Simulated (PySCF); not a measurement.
**H9NSi3, SMILES `[SiH3]N([SiH3])[SiH3]`: what the electrons do**

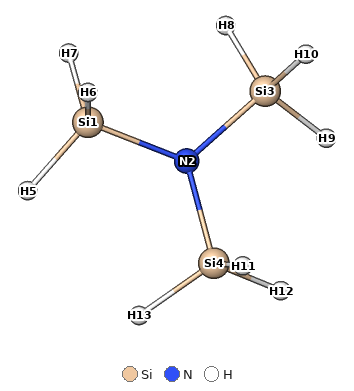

The molecule, with its atoms numbered as below. No frequency check shows the geometry to be a minimum.

Coordinates in Å:

```
Si1      1.6766    0.4611   -0.0128
N2       0.0003    0.0000    0.1286
Si3     -1.2377    1.2212   -0.0127
Si4     -0.4390   -1.6823   -0.0126
H5       2.4744   -0.5674    0.6511
H6       2.0633    0.5668   -1.4246
H7       1.8359    1.7534    0.6511
H8      -0.7456    2.4267    0.6510
H9      -2.4362    0.7134    0.6512
H10     -1.5236    1.5023   -1.4245
H11     -0.5408   -2.0701   -1.4245
H12     -1.7286   -1.8589    0.6512
H13      0.6006   -2.4664    0.6511
```

Part 1: Bonding charge

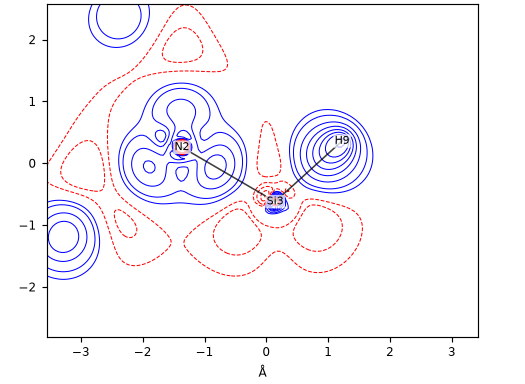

Deformation density (molecule less spherical, spin-averaged free atoms) in the plane of N2, Si3 and H9; contours at ±0.05 to ±0.8 e/Å³; solid blue lines: gain, dashed red lines: loss.

Level of theory: r2SCAN/def2-TZVP (PySCF), at a geometry from GFN2-xTB.

> How much density has each bond in this plane gained at its critical point, relative to the free atoms?

Si3–H9: +0.23 e/Å³ at the bond critical point (bond length 1.46 Å, Mayer order 0.9). N2–Si3: +0.11 e/Å³ at the bond critical point (bond length 1.75 Å, Mayer order 1.1); up to 0.6 Å beside the axis the gain reaches +0.36 e/Å³. In all, 3.2 electrons gather in the regions of gain relative to the promolecule. A small or negative value marks a very polar bond, one between electron-rich atoms, whose free-atom densities already overlap strongly, a long bond to a heavier atom, or a closed-shell contact such as a hydrogen bond.

> Where do the Hirshfeld charges lie?

The highest Hirshfeld charge is on Si1, Si3 and Si4 (+0.35 e), the lowest on N2 (−0.34 e).

```json
{"atom": "Si1", "charge (e)": "+0.35"}
{"atom": "N2", "charge (e)": "−0.34"}
{"atom": "Si3", "charge (e)": "+0.35"}
{"atom": "Si4", "charge (e)": "+0.35"}
{"atom": "H5", "charge (e)": "−0.08"}
{"atom": "H6", "charge (e)": "−0.08"}
{"atom": "H7", "charge (e)": "−0.08"}
{"atom": "H8", "charge (e)": "−0.08"}
{"atom": "H9", "charge (e)": "−0.08"}
{"atom": "H10", "charge (e)": "−0.08"}
{"atom": "H11", "charge (e)": "−0.08"}
{"atom": "H12", "charge (e)": "−0.08"}
{"atom": "H13", "charge (e)": "−0.08"}
```

Part 2: Bond critical points

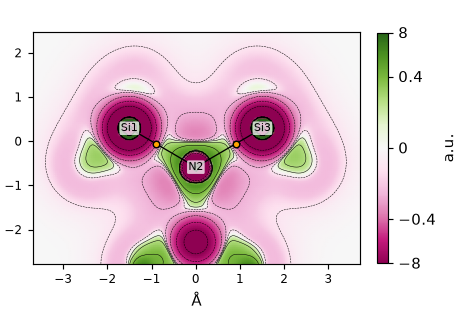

Negative Laplacian of the density (−∇²ρ) in the plane of Si1, N2 and Si3 (green positive, pink negative, colour scale in a.u., logarithmic beyond ±0.04), with bond paths and bond critical points (dots).

> At which bond critical points in this plane is charge locally concentrated, and at which depleted?

At none is it concentrated. Depleted (∇²ρ > 0): Si1–N2 (+0.53 a.u., H = −0.053); N2–Si3 (+0.53 a.u., H = −0.053). A positive Laplacian with clearly negative H marks a strongly polar covalent bond, whose critical point lies close to the core of the less electronegative atom.

> Where along N2–Si3 does the critical point lie?

1.04 Å from N2 and 0.70 Å from Si3.

Part 3: Local ionisation energy

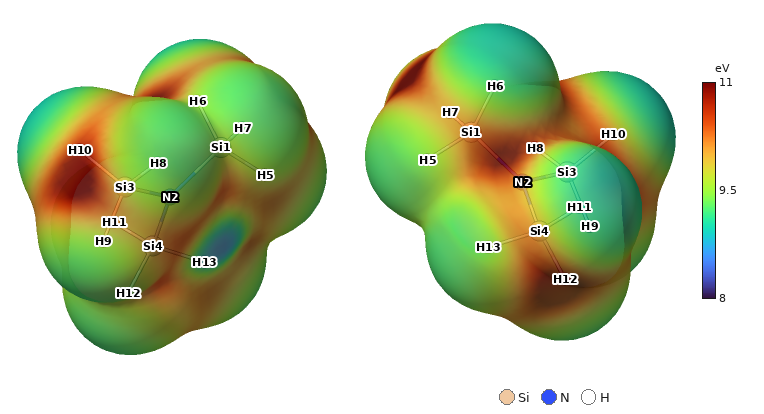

Average local ionisation energy on the surface of electron density 0.001 a.u. (back view left, front view right).

> Locate the minima of the map.

The lowest value is 8.5 eV, 2.0 Å from N2. Further minima include 9.0 eV, 1.5 Å from H6, and at like points elsewhere; 9.2 eV, 1.5 Å from H13, and at like points elsewhere. For comparison, the highest occupied orbital lies at −6.6 eV.

Part 4: Excited states

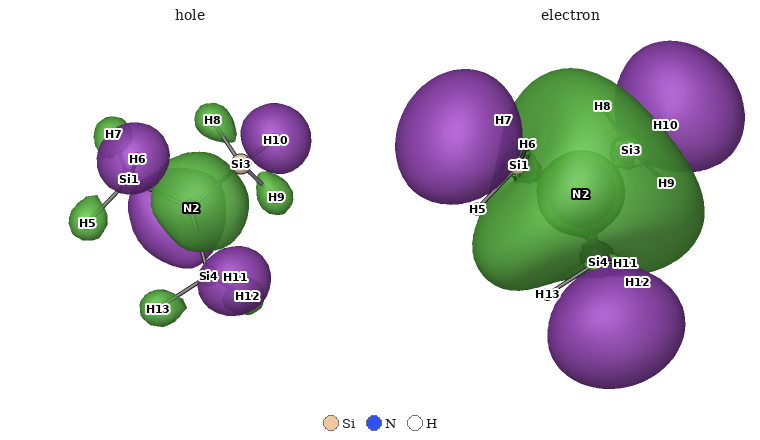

Leading natural transition orbital pair of T₁ (full linear response triplet states); the surfaces enclose about 85 % of each orbital's density.

Level of theory: B3LYP/6-31+G* (PySCF), at a geometry from GFN2-xTB.

> Give its energy and the atoms that hole and electron lie on.

5.41 eV (229 nm), spin-forbidden from the singlet ground state, partly diffuse acceptor orbital; the leading pair carries 100 %; hole on N2 (50 %), Si1, Si3 and Si4 (9 % each) and H6, H10 and H11 (5 % each), electron on Si1, Si3 and Si4 (22 % each) and N2 (10 %) (atom shares of so diffuse an orbital are rough); their centroids lie 0.0 Å apart. In canonical orbitals it is mainly HOMO → LUMO (98 %). The HOMO–LUMO gap is 6.71 eV.

Part 5: Removing or adding an electron

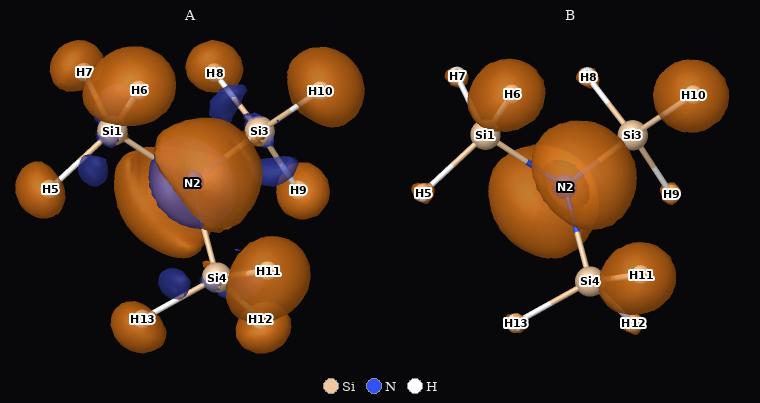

The Fukui function f⁻ from two separate SCF calculations and the density of the HOMO, at ±0.02 e/Å³ (orange positive, blue negative).

Level of theory: PBE/6-31+G* (PySCF), at a geometry from GFN2-xTB.

> Which panel is which, and how good is the frozen-orbital picture?

A is f⁻ (it has negative regions), B the HOMO density. The HOMO lies on N2 (48 %), Si1, Si3 and Si4 (9 % each) and H6, H10 and H11 (6 % each); f⁻ (Hirshfeld-condensed) is largest on N2 (0.17) and Si1, Si3 and Si4 (0.10 each); the vertical ionisation energy is 9.06 eV. Relaxation shifts 31 % of the electron between atoms. The orbital energy is −6.22 eV.

Part 6: Localised orbitals

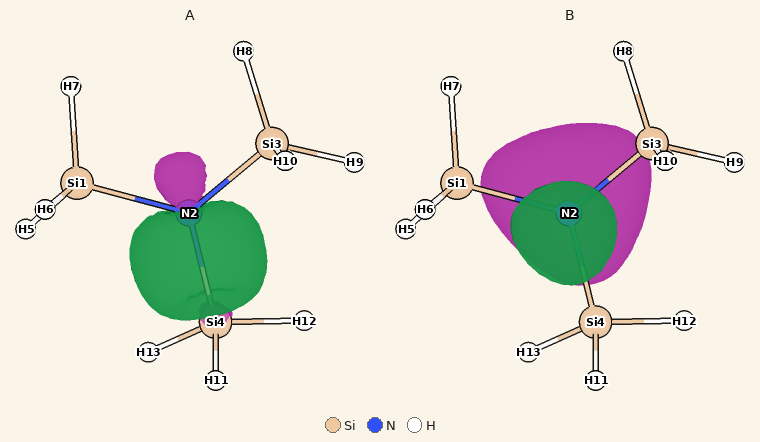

Foster–Boys orbitals, occupied; each surface holds about 80 % of the orbital's density. Energies are diagonal elements of the Fock matrix.

Computed with PySCF, PBE0/def2-SVPD, geometry: GFN2-xTB.

> Identify each orbital.

By panel:
- A: σ bond N2–Si4 (N2 69 %, Si4 28 %; −15.3 eV)
- B: lone pair on N2, partly donated to Si1 (N2 83 %, Si1 5 %, Si4 5 %; −10.7 eV)

> How do all the valence pairs divide up?

13 pairs: 12 σ bonds and 1 strongly polarised pair.

Part 7: Stretching a bond

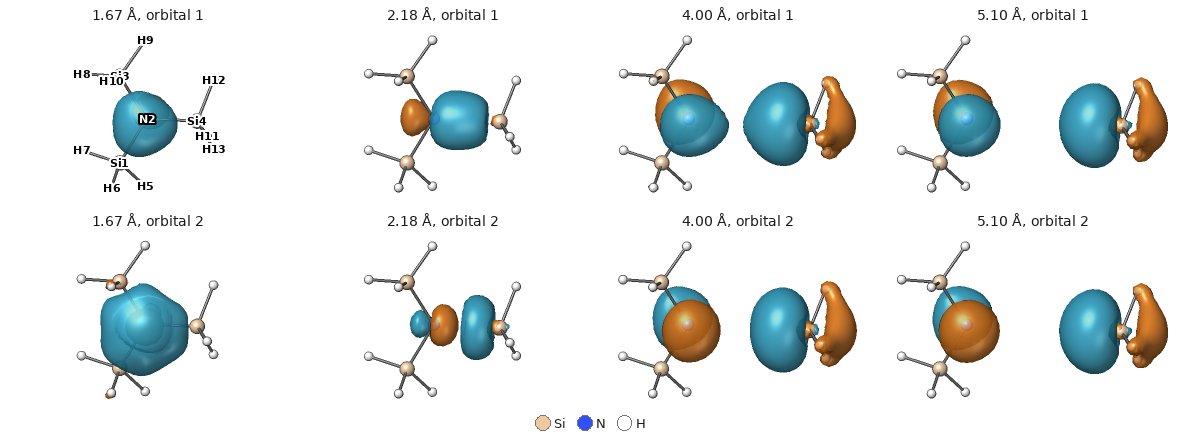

Rigid stretch of the N2–Si4 bond. The two CASSCF(2,2) natural orbitals nearest half filling (orbital 1 the more occupied).

Level of theory: 6-31+G* basis (PySCF), at a geometry from GFN2-xTB.

> How do the occupations change along the stretch?

1.67 Å: 1.99 and 0.01; 2.18 Å: 1.96 and 0.04; 4.00 Å: 1.09 and 0.91; 5.10 Å: 1.02 and 0.98. At the longest distance computed (5.10 Å) they are 1.02 and 0.98, and the effective number of unpaired electrons is 2.0.

> Where does the UHF solution part from RHF?

Between 2.46 Å (⟨S²⟩ = 0, the two coincide) and 2.82 Å (⟨S²⟩ = 0.65); at 5.10 Å ⟨S²⟩ is 1.01 and UHF lies 4.3 eV below RHF.

> How much energy does the stretch cost?

By CASSCF, 4.1 eV from the lowest point of the scan (1.82 Å) to 5.10 Å; RHF gives 7.8 eV from its own lowest point. The fragments aren't relaxed and dynamic correlation is missing, so this isn't a bond dissociation energy.
